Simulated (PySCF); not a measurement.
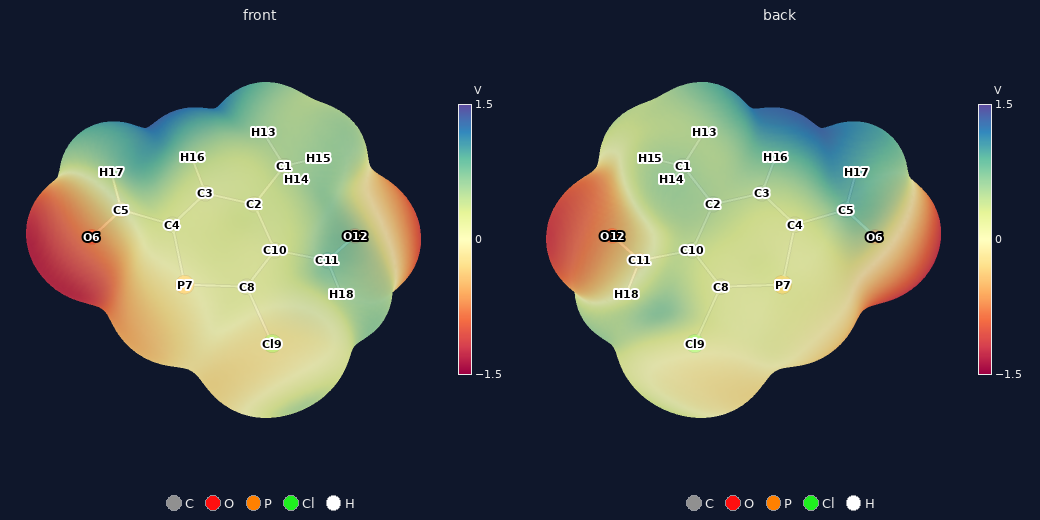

Figure 1: C$_{8}$H$_{6}$ClO$_{2}$P. The electrostatic potential painted on the density surface at 0.001 e/bohr³, seen from the front and from behind; red is negative and blue positive.

Geometry: GFN2-xTB.

The calculation used PySCF, PBE0/pcSseg-1, SCF density, gas phase, non-relativistic.

```xyz
18

C    -1.4053   -1.6465    0.3140
C    -0.4580   -0.5133    0.0985
C     0.8964   -0.8050    0.0217
C     1.9052    0.1218   -0.1857
C     3.3098   -0.2807   -0.2531
O     4.1961    0.5137   -0.4457
P     1.6902    1.8459   -0.4046
C    -0.0517    1.8767   -0.2511
Cl   -0.6598    3.4930   -0.4467
C    -0.9297    0.8144   -0.0238
C    -2.3738    1.1034    0.1127
O    -3.2667    0.2964    0.1393
H    -0.8623   -2.5778    0.4538
H    -2.0735   -1.7487   -0.5396
H    -2.0379   -1.4670    1.1816
H     1.1943   -1.8411    0.1298
H     3.5134   -1.3585   -0.1157
H    -2.5955    2.1795    0.2030
```

**Which sites attract a positive test charge, and which a negative one?**

A positive charge is drawn to the negative regions and a negative charge to the positive ones. The most negative region (about −1.3 V) lies over O6, the most positive (about +1.3 V) over H16 and H17. Cl9 shows a σ-hole: about +0.5 V at the tip opposite its bond, against about 0.0 V on its flanks. O6 is the likeliest acceptor of a hydrogen bond.

**How polar is the molecule by this calculation?**

Its dipole moment is 2.67 D.
